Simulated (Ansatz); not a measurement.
## Fields on a plane of Sn (diamond)

```
CELL_PARAMETERS angstrom
      0.00000     3.28336     3.28336
      3.28336     0.00000     3.28336
      3.28336     3.28336     0.00000
ATOMIC_POSITIONS crystal
  Sn 0.25000 0.25000 0.25000
  Sn 0.00000 0.00000 0.00000
```

The slice is a {110} plane (indices of the conventional cell) through the point (0.250, 0.250, 0.250) (fractional), spanned by u = [100] and v = [1 -1 -1] in vectors of this cell: u (4.64 Å) and v (6.57 Å, at 90° to u). It covers one period; positions are fractions (u, v).

Atoms on it: Sn at (0.00, 0.00); Sn at (0.50, 0.25).

The numbers are results of r2SCAN (plane waves to 500 eV, PAW, scalar-relativistic; Ansatz, an electronic-structure program), not measurements. k mesh 12×12×12. Near the nuclei the fields are pseudised (PAW); where an atom keeps semicore shells as valence, they peak there. Sn was relaxed with its symmetry unable to fall.

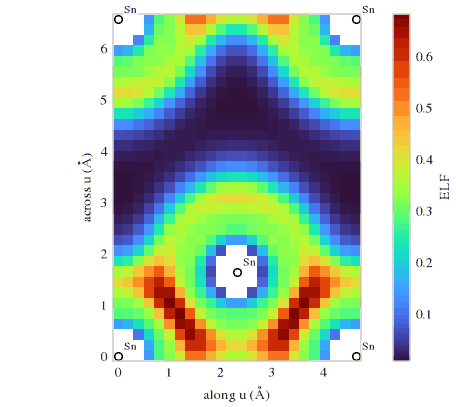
Figure: Electron localisation function (ELF), one period of the plane, atoms marked. Points within 0.5 Å of a nucleus are left white, as the pseudised field means little there.

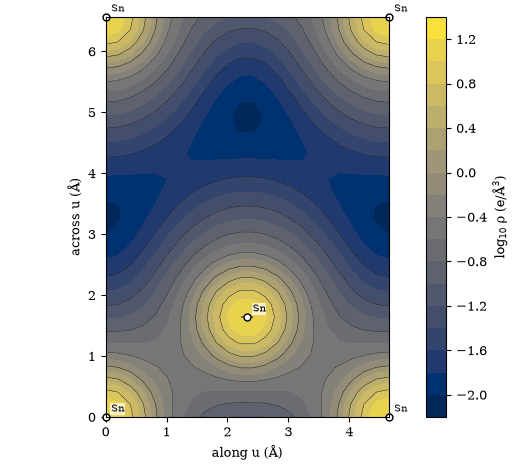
Figure. Log₁₀ of the valence density in e/Å³, one period of the plane, atoms marked. The scale is logarithmic, as a density can span decades between atoms and voids.

| Item | Value |
|---|---|
| Density on the Sn–Sn line (2.84 Å) at its midpoint | 0.36 e/Å³ |
| ELF at that point | 0.7 |
| ELF maximum in the middle third of the Sn–Sn line | 0.68, 1.4 Å from Sn |
